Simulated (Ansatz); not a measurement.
# CaO, response to strain

Consider CaO in the rock salt structure (space group Fm-3m, No. 225; a = 4.831 Å).

Strains are applied to the cell and any free atomic positions relax.

The values are results of PBE (Ansatz, a quantum-chemistry and plane-wave program; PAW; 420 eV plane waves; spin-orbit coupling left out), not measurements.

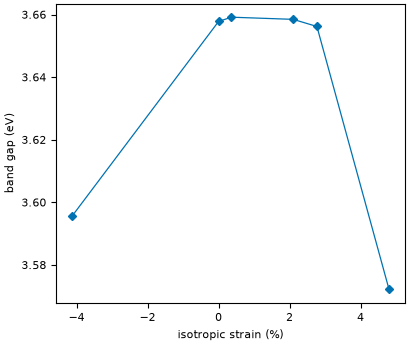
*Band gap against isotropic strain*

**Question.** From the plot, what is the band gap for isotropic strain +4.80 %?

**Answer.** About 3.57 eV.

**Question.** Is the trend monotonic over the range shown?

**Answer.** No, it turns within the range, spanning 3.57 eV to 3.66 eV.

No phonon test of stability was made.
